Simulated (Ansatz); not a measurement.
Input

```
crystal:
  periodic: [false, false, false]
  atoms:
    - {symbol: C, position_ang: [-0.989508, -1.172735, 0.201669]}
    - {symbol: C, position_ang: [1.443119, 1.211996, 0.837626]}
    - {symbol: Al, position_ang: [0.015912, 0.004432, 1.390057]}
    - {symbol: Cl, position_ang: [-0.485480, -0.034634, 3.458822]}
    - {symbol: Ge, position_ang: [3.218284, 0.378253, 0.598240]}
    - {symbol: H, position_ang: [-2.041966, -0.844518, 0.134072]}
    - {symbol: H, position_ang: [-0.580521, -1.196552, -0.821612]}
    - {symbol: H, position_ang: [-1.009904, -2.206340, 0.587179]}
    - {symbol: H, position_ang: [1.566059, 2.026166, 1.571494]}
    - {symbol: H, position_ang: [1.184051, 1.670892, -0.133485]}
    - {symbol: H, position_ang: [3.147666, -0.723369, -0.485091]}
    - {symbol: H, position_ang: [3.688920, -0.274777, 1.917494]}
    - {symbol: H, position_ang: [4.268679, 1.424522, 0.163000]}
basis:
  gaussian:
    orbitals: def2-SVPD
total_charge: 0
hamiltonian:
  xc: {name: PBE0}
output: {forces: true, orbitals: {seedname: orbitals}}
```

Run with:

```sh
ansatz run input.yaml --threads 2 --pin off --max-ram 5220MiB --events-out events.jsonl --progress --plain --runs-dir runs
```

Geometry: B3LYP/def2-SVP.

These are results of Ansatz 0.2.0, isolated molecule in a Gaussian basis; Kohn-Sham density functional theory, functional PBE0, not measurements.

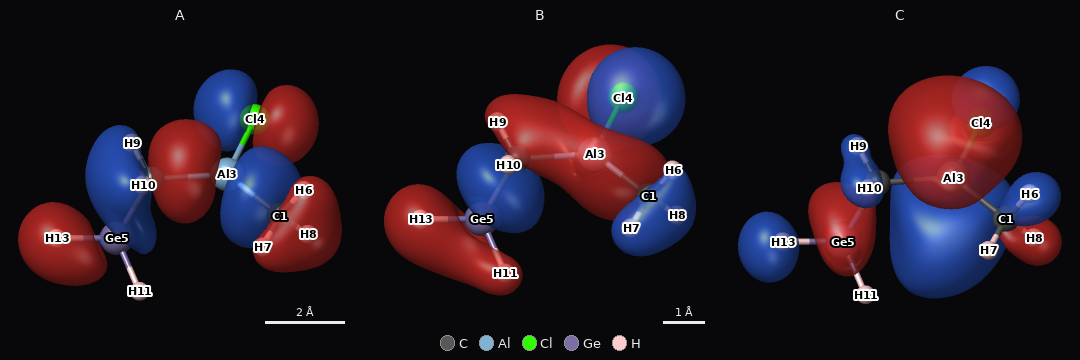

C2H8AlClGe (SMILES [CH3][Al]([Cl])[CH2][GeH3]). Three frontier orbitals at ±0.06 Å⁻³ᐟ² (red and blue are the two phases), in no order.

Which picture is the HOMO−1, the HOMO and the LUMO?

Answer. B is the HOMO−1 (−9.02 eV). By Hirshfeld shares it lies mainly on Cl4 (about 40 %), C2 (about 15 %), Ge5 (about 15 %), Al3 (about 10 %) and C1 (about 10 %). A is the HOMO (−7.97 eV). By Hirshfeld shares it lies mainly on C2 (about 25 %), C1 (about 20 %), Al3 (about 15 %), Cl4 (about 15 %) and Ge5 (about 10 %). C is the LUMO (−0.96 eV). By Hirshfeld shares it lies mainly on Al3 (about 55 %), Ge5 (about 10 %), Cl4 (about 10 %) and C2 (about 5 %).

What is the HOMO–LUMO gap?

Answer. 7.01 eV between the orbital energies.
